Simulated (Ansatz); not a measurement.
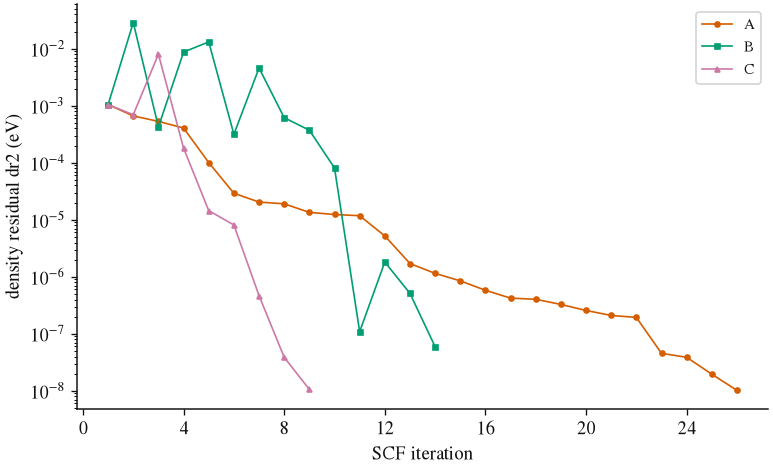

Convergence of one system under several settings.
Er (P6_3/mmc, 2 atoms in the cell); DFT, PBE, PAW, plane waves, scalar-relativistic (Ansatz 0.2.0); cutoff 420 eV, 8×8×5 k-mesh, Fermi–Dirac smearing of 0.1 eV.
All start from atomic densities corrected by a trained network.

Match the curves to the settings.
1. default SCF settings
2. Broyden, beta 0.5, preconditioner kerker
3. Anderson, beta 0.02, history 4, no preconditioner

A is 3 (Anderson, beta 0.02, history 4, no preconditioner): it converged in 26 iterations.
B is 2 (Broyden, beta 0.5, preconditioner kerker): it converged in 14 iterations.
C is 1 (default SCF settings): it converged in 9 iterations.
